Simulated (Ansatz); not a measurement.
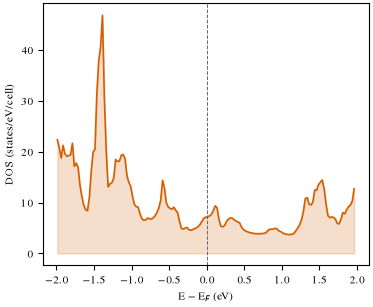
Figure. Density of states of Sc₂Ni₂Sn (P4/mbm) near the Fermi level, Ansatz (a program for electronic structure) with PBEsol, rigid bands.

**Question.** With 10 atoms a cell, what bare Sommerfeld coefficient γ = (π²/3) k_B² N(E_F) follows?

**Answer.** N(E_F) ≈ 7.1 states/eV a cell at 300 K, so γ ≈ 1.68 mJ/(mol of atoms·K²), before electron-phonon enhancement.

**Question.** How far does the Fermi level move in a rigid band for 0.1 electron a cell added or removed?

**Answer.** 14 meV and -14 meV.

A metal at this level (no band gap); rigid bands, thermally averaged at 300 K, both spins. Spin-orbit coupling is left out. Geometry: cell and atoms relaxed with PBEsol.

Formula and space group known from diffraction (Crystallography Open Database), not checked to be the room-temperature form: Sc2Ni2Sn (P4/mbm). Treated as nonmagnetic (a ferromagnetic start lost its moment, other orders weren't tried): Sc2Ni2Sn (P4/mbm).
